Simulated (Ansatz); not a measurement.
**Geometry relaxation of CH₇BFNO (part 2 of 2)**

The same run, continued: CH₇BFNO; RKS PBE0/def2-SVP (Ansatz 0.2.0). It belongs to a series of runs on one base structure; here: end point A relaxed.

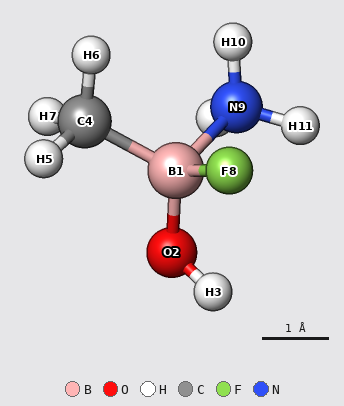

**Figure 1.** The geometry at step 13 of the log (ball-and-stick view, seen at a tilt; atoms are numbered from 1 in the order of the input).

Trajectory as extended XYZ, continued:
```
12
Properties=species:S:1:pos:R:3:forces:R:3 step=7 energy=-8070.30563
B     0.0456    0.1886    0.2239    0.1385  -0.1337  -0.0119
O    -0.0891   -0.6115    1.3812   -0.1464   0.0249   0.0525
H    -1.0203   -0.7773    1.5639    0.0863  -0.0143  -0.0426
C     1.4166   -0.0223   -0.5784    0.0069  -0.0751  -0.0959
H     1.4108   -1.0165   -1.0615   -0.0028   0.0992   0.0646
H     1.5752    0.7204   -1.3834   -0.0169  -0.0562   0.0586
H     2.2955    0.0011    0.0886   -0.0098   0.0042  -0.0231
F    -1.1113    0.2461   -0.5665   -0.0387  -0.0408  -0.0253
N     0.0784    1.8245    0.7772   -0.0130   0.6121   0.0666
H     0.7298    2.3978    0.2343   -0.0649  -0.1125   0.0347
H    -0.8552    2.2226    0.6310    0.1138  -0.1093   0.0895
H     0.3259    1.9298    1.7660   -0.0529  -0.1985  -0.1677
12
Properties=species:S:1:pos:R:3:forces:R:3 step=8 energy=-8070.20489 accepted=F
B     0.0891    0.2449    0.2058   -0.7070  -1.1526  -0.1517
O    -0.0956   -0.5329    1.3832   -0.3485   0.1848   0.1135
H    -1.0156   -0.8373    1.4496    0.4838   0.2335  -0.1100
C     1.4397   -0.0977   -0.5979   -0.0470   1.0365   0.4030
H     1.3957   -1.1152   -1.0045   -0.1649  -0.0964   0.0264
H     1.5894    0.5957   -1.4402    0.1092  -0.0246  -0.1492
H     2.3297   -0.0383    0.0467    0.1095  -0.0448   0.0062
F    -1.0581    0.1986   -0.6249    0.3702   0.5363   0.3880
N     0.0503    1.9441    0.8222    0.1870  -0.9185  -0.7353
H     0.6292    2.5677    0.2653    0.0014   0.1643   0.0174
H    -0.9199    2.2472    0.7861   -0.0836   0.0726  -0.0136
H     0.3678    1.9264    1.7847    0.0900   0.0089   0.2051
12
Properties=species:S:1:pos:R:3:forces:R:3 step=9 energy=-8070.32634
B     0.0527    0.1968    0.2131   -0.1022   0.0146  -0.0583
O    -0.1120   -0.5699    1.3904   -0.0509   0.0050   0.0131
H    -1.0409   -0.7908    1.5129    0.0637   0.0057  -0.0326
C     1.4272   -0.0326   -0.5757   -0.0515   0.0745   0.0375
H     1.4160   -1.0424   -1.0142    0.0187  -0.0305  -0.0156
H     1.5818    0.6779   -1.4075   -0.0218  -0.0282   0.0280
H     2.3080    0.0182    0.0854    0.0101  -0.0064   0.0081
F    -1.0996    0.2381   -0.5905    0.1158   0.0044   0.0680
N     0.0783    1.8553    0.7762   -0.0708   0.0482   0.0255
H     0.6784    2.4577    0.2100   -0.0716  -0.0251   0.0592
H    -0.8809    2.2131    0.7267    0.1855  -0.0428   0.0315
H     0.3927    1.8819    1.7495   -0.0249  -0.0194  -0.1643
12
Properties=species:S:1:pos:R:3:forces:R:3 step=10 energy=-8070.33397
B     0.0414    0.2069    0.2103    0.0018  -0.0319  -0.0682
O    -0.1380   -0.5498    1.3938   -0.0435  -0.0183   0.0232
H    -1.0578   -0.8188    1.4767    0.0342   0.0140  -0.0214
C     1.4265   -0.0301   -0.5597   -0.0141   0.0518   0.0105
H     1.4269   -1.0422   -0.9932    0.0010  -0.0348  -0.0029
H     1.5906    0.6734   -1.3952   -0.0186  -0.0101   0.0154
H     2.3014    0.0275    0.1091   -0.0017  -0.0035   0.0128
F    -1.0967    0.2370   -0.6091    0.0646   0.0324   0.0555
N     0.0814    1.8515    0.7666    0.0033   0.1060   0.0376
H     0.6217    2.4712    0.1598   -0.0635  -0.0526   0.0331
H    -0.8785    2.2024    0.8102    0.0858  -0.0313   0.0271
H     0.4829    1.8743    1.7070   -0.0495  -0.0218  -0.1229
12
Properties=species:S:1:pos:R:3:forces:R:3 step=11 energy=-8070.33918
B     0.0378    0.2058    0.2040   -0.0360   0.1112   0.0253
O    -0.1667   -0.5390    1.3920   -0.0021  -0.0323  -0.0291
H    -1.0811   -0.8330    1.4388    0.0202   0.0203  -0.0054
C     1.4319   -0.0319   -0.5456    0.0055  -0.0146   0.0194
H     1.4435   -1.0491   -0.9691    0.0022  -0.0093   0.0034
H     1.6013    0.6644   -1.3852   -0.0059  -0.0016   0.0098
H     2.2973    0.0351    0.1355   -0.0057  -0.0011  -0.0064
F    -1.0877    0.2531   -0.6238   -0.0280  -0.0561  -0.0542
N     0.0825    1.8537    0.7591   -0.2294  -0.0376   0.0059
H     0.5399    2.4887    0.1096    0.0460   0.0699  -0.0961
H    -0.8742    2.1852    0.9145    0.1433  -0.0811  -0.0152
H     0.5773    1.8704    1.6463    0.0898   0.0323   0.1426
12
Properties=species:S:1:pos:R:3:forces:R:3 step=12 energy=-8070.29115 accepted=F
B     0.0273    0.2132    0.1926   -0.0078   0.1716   0.1692
O    -0.2166   -0.5232    1.3819   -0.1034  -0.0748  -0.0851
H    -1.1217   -0.8544    1.3709    0.1300   0.0651   0.0190
C     1.4387   -0.0337   -0.5194    0.0306  -0.0993   0.0095
H     1.4657   -1.0608   -0.9227   -0.0024   0.0509   0.0148
H     1.6212    0.6481   -1.3673    0.0229   0.0032   0.0020
H     2.2878    0.0483    0.1819   -0.0223   0.0028  -0.0389
F    -1.0738    0.2699   -0.6598   -0.1127  -0.0814  -0.1364
N     0.0823    1.8544    0.7496    0.5966   0.6943   0.5753
H     0.3945    2.5270    0.0092   -0.3273  -0.6810   0.8812
H    -0.8564    2.1364    1.0939    0.6986  -0.1698  -0.2628
H     0.7526    1.8783    1.5655   -0.9030   0.1184  -1.1478
12
Properties=species:S:1:pos:R:3:forces:R:3 step=13 energy=-8070.34475
B     0.0354    0.2158    0.1944    0.0339  -0.0387   0.0088
O    -0.1826   -0.5442    1.3715   -0.0228   0.0082  -0.0242
H    -1.1073   -0.8022    1.4227    0.0040  -0.0078  -0.0003
C     1.4384   -0.0319   -0.5367   -0.0056  -0.0090   0.0029
H     1.4514   -1.0586   -0.9368    0.0035   0.0018  -0.0111
H     1.6139    0.6470   -1.3891   -0.0007  -0.0014   0.0084
H     2.2999    0.0470    0.1474   -0.0014   0.0062   0.0090
F    -1.0770    0.2606   -0.6541    0.0080   0.0262   0.0248
N     0.0827    1.8468    0.7642   -0.0277   0.0312  -0.0151
H     0.4635    2.5026    0.0810   -0.0160  -0.0241   0.0119
H    -0.8662    2.1415    1.0003    0.0190   0.0003   0.0084
H     0.6495    1.8788    1.6116    0.0059   0.0069  -0.0236
12
Properties=species:S:1:pos:R:3:forces:R:3 step=14 energy=-8070.34774
B     0.0326    0.2105    0.1967    0.0128   0.0197  -0.0886
O    -0.1996   -0.5590    1.3598   -0.0189   0.0051   0.0486
H    -1.1275   -0.8072    1.4008    0.0024  -0.0036   0.0106
C     1.4415   -0.0335   -0.5238    0.0098  -0.0034   0.0121
H     1.4599   -1.0552   -0.9364   -0.0055  -0.0006  -0.0035
H     1.6284    0.6548   -1.3658    0.0022   0.0051   0.0036
H     2.2941    0.0372    0.1724    0.0042   0.0016   0.0008
F    -1.0731    0.2711   -0.6599    0.0017   0.0105   0.0038
N     0.0831    1.8489    0.7623    0.0020  -0.0459   0.0170
H     0.3948    2.4990    0.0408   -0.0093  -0.0003  -0.0024
H    -0.8489    2.1284    1.0700   -0.0052   0.0048   0.0077
H     0.7164    1.9083    1.5593    0.0040   0.0071  -0.0097
12
Properties=species:S:1:pos:R:3:forces:R:3 step=15 energy=-8070.34110 accepted=F
B     0.0291    0.2073    0.1895    0.0050   0.0988  -0.0312
O    -0.2234   -0.5607    1.3478   -0.0421  -0.0589   0.0500
H    -1.1570   -0.7899    1.3831    0.0252  -0.0064   0.0110
C     1.4502   -0.0355   -0.5078    0.0052  -0.0211  -0.0073
H     1.4693   -1.0498   -0.9388    0.0015   0.0063  -0.0036
H     1.6604    0.6669   -1.3330   -0.0024  -0.0076   0.0093
H     2.2895    0.0163    0.2071   -0.0184  -0.0036  -0.0100
F    -1.0664    0.2822   -0.6802    0.0294  -0.0167  -0.0021
N     0.0812    1.8426    0.7592    0.0933   0.3456   0.1494
H     0.2840    2.4978   -0.0100   -0.1044  -0.2439   0.3736
H    -0.8276    2.0905    1.1777    0.4025  -0.0702  -0.1711
H     0.8123    1.9356    1.4816   -0.3949  -0.0224  -0.3679
12
Properties=species:S:1:pos:R:3:forces:R:3 step=16 energy=-8070.34878
B     0.0326    0.2105    0.1933   -0.0065   0.0283  -0.0067
O    -0.2044   -0.5535    1.3608   -0.0129  -0.0139   0.0098
H    -1.1325   -0.8008    1.4014    0.0049  -0.0032   0.0046
C     1.4447   -0.0350   -0.5203    0.0019  -0.0015   0.0027
H     1.4592   -1.0519   -0.9451   -0.0012   0.0050  -0.0001
H     1.6412    0.6623   -1.3529    0.0024  -0.0029   0.0020
H     2.2935    0.0233    0.1821   -0.0070  -0.0021  -0.0025
F    -1.0712    0.2728   -0.6655    0.0118  -0.0062  -0.0036
N     0.0812    1.8462    0.7600    0.0188   0.0101   0.0043
H     0.3655    2.4992    0.0289   -0.0162  -0.0101   0.0234
H    -0.8450    2.1165    1.0946    0.0230  -0.0063  -0.0025
H     0.7370    1.9136    1.5389   -0.0189   0.0029  -0.0315
12
Properties=species:S:1:pos:R:3:forces:R:3 step=17 energy=-8070.34879
B     0.0313    0.2127    0.1910   -0.0039  -0.0180   0.0193
O    -0.2155   -0.5525    1.3572   -0.0033   0.0147  -0.0124
H    -1.1440   -0.7993    1.3923    0.0037   0.0008  -0.0024
C     1.4487   -0.0377   -0.5104    0.0194   0.0126  -0.0070
H     1.4563   -1.0467   -0.9545   -0.0006   0.0157   0.0097
H     1.6649    0.6729   -1.3275    0.0008  -0.0161   0.0116
H     2.2887   -0.0020    0.2047   -0.0158  -0.0052  -0.0165
F    -1.0646    0.2743   -0.6777    0.0047   0.0067   0.0046
N     0.0798    1.8470    0.7554    0.0270   0.1245   0.0447
H     0.2989    2.5058    0.0025   -0.0429  -0.1036   0.1413
H    -0.8308    2.0956    1.1532    0.1513  -0.0268  -0.0544
H     0.7880    1.9333    1.4901   -0.1404  -0.0053  -0.1384
12
Properties=species:S:1:pos:R:3:forces:R:3 step=18 energy=-8070.34982
B     0.0316    0.2128    0.1911   -0.0024   0.0055   0.0029
O    -0.2146   -0.5512    1.3576   -0.0044  -0.0001  -0.0022
H    -1.1428   -0.7994    1.3918    0.0029  -0.0005  -0.0002
C     1.4485   -0.0369   -0.5117    0.0052   0.0002  -0.0019
H     1.4569   -1.0481   -0.9498    0.0000   0.0033   0.0006
H     1.6621    0.6689   -1.3331   -0.0007  -0.0047   0.0044
H     2.2898    0.0031    0.2008   -0.0051  -0.0012  -0.0034
F    -1.0653    0.2752   -0.6763    0.0049  -0.0015  -0.0004
N     0.0800    1.8465    0.7559    0.0117   0.0370   0.0113
H     0.3054    2.5058    0.0093   -0.0127  -0.0312   0.0381
H    -0.8301    2.0969    1.1467    0.0393  -0.0080  -0.0091
H     0.7803    1.9296    1.4941   -0.0386   0.0011  -0.0401
12
Properties=species:S:1:pos:R:3:forces:R:3 step=19 energy=-8070.35004
B     0.0316    0.2135    0.1908   -0.0009   0.0011  -0.0011
O    -0.2178   -0.5504    1.3566    0.0027   0.0008   0.0005
H    -1.1456   -0.7997    1.3876   -0.0044  -0.0018   0.0002
C     1.4496   -0.0375   -0.5093    0.0001   0.0009  -0.0007
H     1.4564   -1.0476   -0.9500   -0.0002  -0.0003   0.0000
H     1.6667    0.6695   -1.3284    0.0012   0.0001   0.0001
H     2.2893   -0.0016    0.2051   -0.0004  -0.0005   0.0006
F    -1.0631    0.2763   -0.6794    0.0019   0.0003   0.0010
N     0.0797    1.8469    0.7553   -0.0016  -0.0002  -0.0014
H     0.2887    2.5064    0.0057   -0.0006  -0.0003  -0.0011
H    -0.8242    2.0922    1.1611    0.0017  -0.0012   0.0026
H     0.7905    1.9353    1.4811    0.0004   0.0012  -0.0007
```

The run was set up as follows.

Input file:
```yaml
crystal:
  periodic: [false, false, false]
  atoms:
    - { symbol: B, position_ang: [0.029753, -0.311675, 0.010329] }
    - { symbol: O, position_ang: [-0.078756, -0.514056, 1.376116] }
    - { symbol: H, position_ang: [-1.00088, -0.661075, 1.620165] }
    - { symbol: C, position_ang: [1.421116, -0.226364, -0.693891] }
    - { symbol: H, position_ang: [1.678974, -1.217563, -1.105999] }
    - { symbol: H, position_ang: [1.399771, 0.481633, -1.534469] }
    - { symbol: H, position_ang: [2.219225, 0.06347, 0.003022] }
    - { symbol: F, position_ang: [-1.106689, -0.373895, -0.700444] }
    - { symbol: "N", position_ang: [0.03629, 2.326669, 0.774122] }
    - { symbol: H, position_ang: [0.857201, 2.929647, 0.797296] }
    - { symbol: H, position_ang: [-0.770025, 2.924454, 0.947472] }
    - { symbol: H, position_ang: [0.115721, 1.682055, 1.582481] }
basis:
  gaussian: { orbitals: def2-SVP }
hamiltonian:
  xc: pbe0
relax:
  f_tol: 0.03
  max_steps: 50
```

Command:
```bash
ansatz run input.yaml --threads 2 --pin off --max-ram 3072MiB --backend cpu --events-out ev --progress --plain --runs-dir out
```

Summary:

- outcome: converged
- total energy: −8070.3501 eV
- mean-field energy: −8070.3501 eV
- largest force (length of the vector) at the end: 0.005 eV/Å
- hardware: 2 threads of Arm Neoverse V1, 24 GiB of memory available, shared host
- wall time: 65 s (CPU time 2.1 min)
- peak memory: 0.22 GiB
